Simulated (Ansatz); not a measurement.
Geometry relaxation, with input and output: C₂H₈O₃Si (part 2 of 2)

Continued. System: C₂H₈O₃Si. Method: RKS CAM-B3LYP-D4/6-31G (Ansatz 0.2.0). It belongs to a series of runs on one base structure; here: start relaxed.

Geometry of the input (Å):
```
Si 0.0000  0.0000  0.0000
O  0.0000  0.0000  1.6800
C  -1.1112  -0.3437  2.4945
H  -1.8140  -0.9775  1.9143
H  -0.7584  -0.9037  3.3856
H  -1.6313  0.5809  2.8212
C  1.7634  0.0000  -0.6227
H  2.1111  -1.0463  -0.7509
H  1.8119  0.5276  -1.5981
H  2.4154  0.5187  0.1108
O  -0.7913  1.3709  -0.5594
H  -1.7491  1.1401  -0.7818
O  -0.7913  -1.3709  -0.5594
H  -1.2459  -1.8365  0.2129
```

### Trajectory as extended XYZ, continued
```
14
Properties=species:S:1:pos:R:3:forces:R:3 step=5 energy=-16219.26036
Si   -0.0226   -0.0993   -0.0019    0.0771   0.0323  -0.3015
O     0.0202   -0.3687    1.6767   -0.2837   0.0001   0.0307
C    -1.0944   -0.3075    2.5918    0.1511   0.0949   0.1149
H    -1.9840   -0.8045    2.1905   -0.0147  -0.0244  -0.0458
H    -0.7915   -0.8155    3.5095   -0.0040   0.0381  -0.0550
H    -1.3417    0.7348    2.8228    0.0129  -0.0750  -0.0368
C     1.7408    0.0245   -0.5800    0.3215   0.0018  -0.0100
H     2.2795   -0.9279   -0.4315   -0.1970   0.3732  -0.0512
H     1.7588    0.2863   -1.6498    0.0457  -0.0954   0.3252
H     2.2636    0.8145   -0.0117   -0.1984  -0.3017  -0.2420
O    -0.8388    1.3263   -0.4409   -0.2226  -0.0685   0.0277
H    -1.7274    1.3720   -0.8322    0.2780  -0.0637   0.1472
O    -0.9277   -1.3491   -0.7513   -0.2184  -0.7581   0.5359
H    -1.1254   -2.2265   -0.3450    0.2525   0.8463  -0.4391
14
Properties=species:S:1:pos:R:3:forces:R:3 step=6 energy=-16219.30285
Si   -0.0252   -0.1141   -0.0079   -0.1201  -0.0048   0.0698
O    -0.0257   -0.4537    1.6602    0.1295   0.0439  -0.0998
C    -1.0968   -0.2984    2.6065   -0.0126   0.0103  -0.1288
H    -2.0074   -0.7883    2.2458   -0.0594  -0.0214   0.0605
H    -0.7826   -0.7657    3.5394    0.0071   0.0132  -0.0029
H    -1.3091    0.7606    2.7797    0.0144   0.0007   0.0089
C     1.7415    0.0139   -0.5758    0.0903  -0.0444  -0.0076
H     2.3184   -0.8717   -0.2911   -0.0650   0.0751   0.0014
H     1.7770    0.1202   -1.6643   -0.0100   0.0026   0.0810
H     2.2151    0.8930   -0.1265   -0.0703  -0.0838  -0.0277
O    -0.8426    1.3295   -0.3626   -0.0022  -0.0111   0.0216
H    -1.7367    1.3650   -0.7295    0.0211   0.0059   0.0147
O    -0.9723   -1.3015   -0.7992    0.0561  -0.1156   0.0914
H    -1.0443   -2.2293   -0.5278    0.0209   0.1294  -0.0826
14
Properties=species:S:1:pos:R:3:forces:R:3 step=7 energy=-16219.30879
Si   -0.0373   -0.1149    0.0001    0.1218  -0.0024  -0.1243
O    -0.0192   -0.4754    1.6581   -0.0849   0.0097   0.0552
C    -1.0934   -0.2971    2.6001    0.0518  -0.0003   0.0562
H    -2.0068   -0.8126    2.2805    0.0433  -0.0152  -0.0309
H    -0.7608   -0.7201    3.5480   -0.0235   0.0194   0.0016
H    -1.3148    0.7659    2.7347    0.0030   0.0018  -0.0063
C     1.7327   -0.0050   -0.5671   -0.0484   0.0047   0.0246
H     2.3292   -0.8278   -0.1675   -0.0297  -0.0011   0.0045
H     1.7766   -0.0296   -1.6578    0.0247   0.0241  -0.0010
H     2.1675    0.9359   -0.2213   -0.0022  -0.0228  -0.0067
O    -0.8385    1.3438   -0.3218   -0.0317  -0.0247   0.0451
H    -1.7496    1.3943   -0.6412    0.0033   0.0231  -0.0176
O    -0.9876   -1.2713   -0.8202   -0.0334  -0.0400   0.0102
H    -0.9886   -2.2266   -0.6776    0.0057   0.0237  -0.0106
14
Properties=species:S:1:pos:R:3:forces:R:3 step=8 energy=-16219.31217
Si   -0.0446   -0.1105    0.0000   -0.0172   0.0031   0.1611
O    -0.0128   -0.4550    1.6641    0.0596   0.0081  -0.0098
C    -1.0812   -0.2958    2.6148   -0.0473   0.0220  -0.1087
H    -1.9649   -0.8640    2.3043   -0.0271  -0.0022   0.0409
H    -0.7340   -0.6738    3.5759    0.0465  -0.0010  -0.0162
H    -1.3531    0.7594    2.7145    0.0027  -0.0103   0.0033
C     1.7258   -0.0106   -0.5627   -0.0063  -0.0198  -0.0361
H     2.2999   -0.8652   -0.1995   -0.0069  -0.0110   0.0023
H     1.7810    0.0185   -1.6531    0.0037   0.0041   0.0088
H     2.1834    0.8998   -0.1699   -0.0162  -0.0025   0.0161
O    -0.8623    1.3422   -0.2992    0.0179   0.0297  -0.0207
H    -1.7290    1.3924   -0.7230   -0.0314   0.0087   0.0042
O    -1.0165   -1.2588   -0.8054    0.0213  -0.0200  -0.0411
H    -0.9822   -2.2189   -0.7139    0.0009  -0.0090  -0.0041
14
Properties=species:S:1:pos:R:3:forces:R:3 step=9 energy=-16219.31392
Si   -0.0462   -0.1165    0.0007   -0.0210  -0.0278  -0.0977
O    -0.0119   -0.4564    1.6635   -0.0523   0.0167  -0.0189
C    -1.0850   -0.2826    2.6060    0.0314  -0.0190   0.0335
H    -1.9691   -0.8619    2.3164    0.0135  -0.0029   0.0017
H    -0.7237   -0.6400    3.5695   -0.0283   0.0093   0.0260
H    -1.3607    0.7729    2.6895    0.0017   0.0020  -0.0117
C     1.7211   -0.0182   -0.5617   -0.0021   0.0451  -0.0059
H     2.2834   -0.8970   -0.2399    0.0006   0.0010  -0.0079
H     1.7753    0.0674   -1.6489    0.0054  -0.0140   0.0144
H     2.1845    0.8667   -0.1216    0.0460   0.0061   0.0058
O    -0.8573    1.3382   -0.3139    0.0178  -0.0320   0.0422
H    -1.7531    1.4038   -0.6698    0.0065  -0.0174  -0.0069
O    -0.9931   -1.2785   -0.8167   -0.0311   0.0340   0.0159
H    -0.9549   -2.2383   -0.7263    0.0118  -0.0010   0.0095
14
Properties=species:S:1:pos:R:3:forces:R:3 step=10 energy=-16219.31642
Si   -0.0452   -0.1248    0.0020    0.0100  -0.0004   0.0021
O    -0.0203   -0.4921    1.6599    0.0051   0.0055  -0.0241
C    -1.0843   -0.2824    2.6056   -0.0187  -0.0203  -0.0152
H    -1.9583   -0.8960    2.3589    0.0100   0.0031   0.0069
H    -0.7107   -0.5744    3.5861    0.0060   0.0142   0.0140
H    -1.3812    0.7701    2.6235   -0.0057   0.0078   0.0157
C     1.7243   -0.0153   -0.5593   -0.0067   0.0029   0.0088
H     2.2837   -0.9029   -0.2571    0.0016  -0.0059  -0.0008
H     1.7767    0.0874   -1.6448    0.0042   0.0004  -0.0029
H     2.1971    0.8577   -0.1043   -0.0013  -0.0047   0.0016
O    -0.8627    1.3343   -0.2731    0.0024  -0.0162   0.0023
H    -1.7412    1.3930   -0.6711   -0.0089   0.0085  -0.0011
O    -0.9970   -1.2672   -0.8369    0.0020   0.0018  -0.0033
H    -0.9716   -2.2276   -0.7424   -0.0001   0.0032  -0.0038
14
Properties=species:S:1:pos:R:3:forces:R:3 step=11 energy=-16219.31687
Si   -0.0481   -0.1274    0.0010   -0.0054   0.0087   0.0315
O    -0.0238   -0.5009    1.6577   -0.0108   0.0062  -0.0076
C    -1.0829   -0.2799    2.6073   -0.0367   0.0080   0.0661
H    -1.9373   -0.9388    2.4028    0.0670   0.0590   0.0272
H    -0.6859   -0.5066    3.6002   -0.0400   0.0287  -0.1108
H    -1.4181    0.7643    2.5765    0.0199  -0.0988   0.0103
C     1.7230   -0.0206   -0.5556    0.0359  -0.0034  -0.0058
H     2.2711   -0.9249   -0.2784   -0.0148   0.0306  -0.0114
H     1.7801    0.1131   -1.6385    0.0002  -0.0042   0.0349
H     2.2068    0.8326   -0.0728   -0.0209  -0.0330  -0.0178
O    -0.8676    1.3339   -0.2565   -0.0283  -0.0087  -0.0263
H    -1.7389    1.3969   -0.6714    0.0271   0.0043   0.0174
O    -1.0009   -1.2597   -0.8501    0.0104  -0.0313  -0.0023
H    -0.9684   -2.2222   -0.7752   -0.0034   0.0340  -0.0054
14
Properties=species:S:1:pos:R:3:forces:R:3 step=12 energy=-16219.31752
Si   -0.0485   -0.1255   -0.0002   -0.0053   0.0089   0.0213
O    -0.0244   -0.4960    1.6569   -0.0148   0.0043  -0.0093
C    -1.0831   -0.2812    2.6081   -0.0104   0.0028   0.0212
H    -1.9331   -0.9437    2.4067    0.0245   0.0180   0.0075
H    -0.6837   -0.5046    3.5981   -0.0074   0.0089  -0.0345
H    -1.4247    0.7590    2.5791    0.0063  -0.0318  -0.0004
C     1.7231   -0.0215   -0.5553    0.0187  -0.0002  -0.0030
H     2.2698   -0.9260   -0.2782   -0.0062   0.0116  -0.0042
H     1.7816    0.1125   -1.6375   -0.0014  -0.0022   0.0150
H     2.2073    0.8305   -0.0723   -0.0104  -0.0149  -0.0071
O    -0.8656    1.3360   -0.2638    0.0234  -0.0157   0.0043
H    -1.7388    1.3994   -0.6718   -0.0230   0.0077  -0.0087
O    -1.0009   -1.2592   -0.8498    0.0076   0.0498  -0.0013
H    -0.9697   -2.2200   -0.7728   -0.0016  -0.0470  -0.0006
14
Properties=species:S:1:pos:R:3:forces:R:3 step=13 energy=-16219.31788
Si   -0.0503   -0.1246   -0.0012    0.0035   0.0001   0.0055
O    -0.0285   -0.4972    1.6547   -0.0006   0.0009  -0.0092
C    -1.0825   -0.2820    2.6099    0.0013   0.0002  -0.0001
H    -1.9239   -0.9584    2.4245   -0.0001  -0.0017   0.0036
H    -0.6727   -0.4849    3.5989   -0.0004   0.0022   0.0017
H    -1.4383    0.7520    2.5679   -0.0019  -0.0006   0.0006
C     1.7229   -0.0239   -0.5530   -0.0065   0.0018   0.0009
H     2.2670   -0.9292   -0.2752    0.0003  -0.0016   0.0004
H     1.7833    0.1102   -1.6347    0.0009   0.0003  -0.0004
H     2.2071    0.8266   -0.0688    0.0013   0.0002   0.0003
O    -0.8647    1.3381   -0.2643    0.0009  -0.0045  -0.0016
H    -1.7386    1.4054   -0.6712    0.0011   0.0012   0.0002
O    -1.0018   -1.2552   -0.8556    0.0013   0.0013  -0.0006
H    -0.9695   -2.2173   -0.7850   -0.0011   0.0003  -0.0013
14
Properties=species:S:1:pos:R:3:forces:R:3 step=14 energy=-16219.31808
Si   -0.0522   -0.1245   -0.0021    0.0067   0.0026  -0.0065
O    -0.0331   -0.5009    1.6523   -0.0003  -0.0052   0.0012
C    -1.0821   -0.2834    2.6123   -0.0095   0.0003   0.0104
H    -1.9094   -0.9844    2.4541    0.0155   0.0118   0.0026
H    -0.6579   -0.4496    3.6027   -0.0084   0.0049  -0.0149
H    -1.4624    0.7411    2.5459    0.0025  -0.0141   0.0030
C     1.7224   -0.0268   -0.5505   -0.0089  -0.0029   0.0044
H     2.2621   -0.9357   -0.2764    0.0039  -0.0032   0.0002
H     1.7855    0.1126   -1.6312   -0.0003   0.0008  -0.0035
H     2.2092    0.8190   -0.0609    0.0008   0.0025   0.0016
O    -0.8626    1.3406   -0.2616   -0.0071   0.0037  -0.0011
H    -1.7346    1.4124   -0.6720    0.0050  -0.0011   0.0017
O    -1.0039   -1.2491   -0.8640    0.0010  -0.0086   0.0014
H    -0.9718   -2.2119   -0.8015   -0.0012   0.0085  -0.0004
14
Properties=species:S:1:pos:R:3:forces:R:3 step=15 energy=-16219.31813
Si   -0.0527   -0.1240   -0.0028    0.0020  -0.0035  -0.0022
O    -0.0354   -0.5033    1.6508    0.0055  -0.0026   0.0048
C    -1.0818   -0.2845    2.6130   -0.0117   0.0008   0.0060
H    -1.8995   -0.9996    2.4697    0.0105   0.0108   0.0044
H    -0.6507   -0.4290    3.6038   -0.0068   0.0031  -0.0151
H    -1.4769    0.7333    2.5325    0.0035  -0.0131   0.0032
C     1.7225   -0.0285   -0.5491   -0.0043  -0.0004   0.0001
H     2.2607   -0.9393   -0.2777   -0.0015   0.0010  -0.0002
H     1.7865    0.1144   -1.6294    0.0019   0.0005  -0.0010
H     2.2106    0.8148   -0.0563    0.0003   0.0000  -0.0003
O    -0.8614    1.3425   -0.2597   -0.0037   0.0048  -0.0003
H    -1.7320    1.4166   -0.6725    0.0038  -0.0020   0.0010
O    -1.0053   -1.2454   -0.8678    0.0011  -0.0056  -0.0008
H    -0.9752   -2.2083   -0.8076   -0.0006   0.0061   0.0003
```

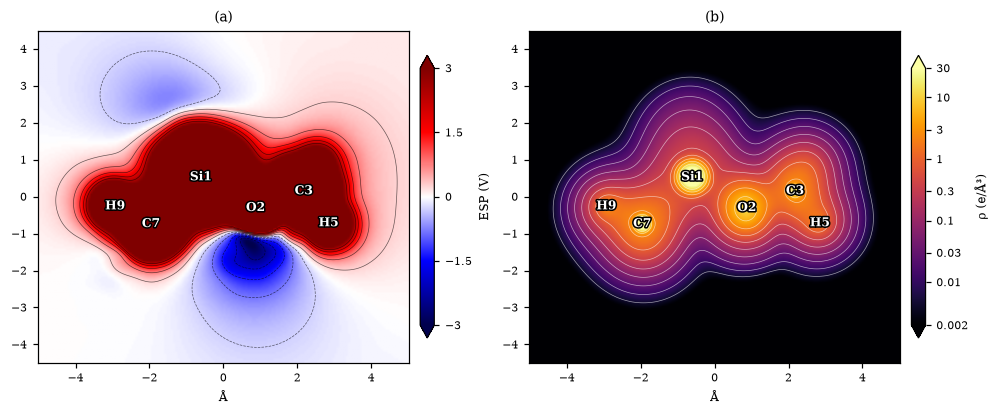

Fig. 1: (a) electrostatic potential; (b) total electron density on the plane of atoms Si1, C7 and H9. C–O (1.44 Å): ρ at the midpoint is about 1.7 e/Å³, with its minimum of 1.5 e/Å³ about 0.5 Å from C. C–H (1.09 Å): ρ is about 1.9 e/Å³ halfway.

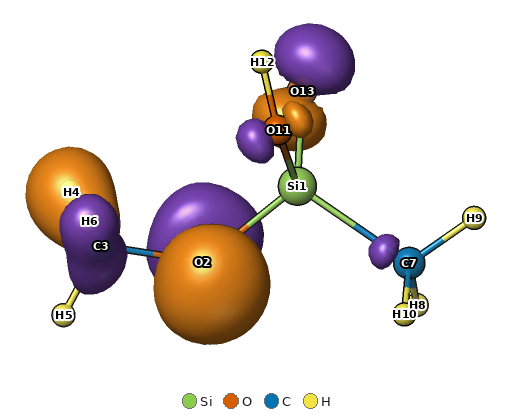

Fig. 2: The HOMO at ±0.15 Å⁻³ᐟ² (orange and purple are the two phases), seen at a tilt. Its energy is −9.21 eV.

### Results in brief

| quantity | value |
| --- | --- |
| outcome | converged |
| total energy | −16219.3183 eV |
| mean-field energy | −16219.0701 eV |
| largest force (length of the vector) at the end | 0.017 eV/Å |
| hardware | 2 threads of Arm Neoverse V1, 24 GiB of memory available, shared host |
| wall time | 52 s (CPU time 99 s) |
| peak memory | 0.21 GiB |
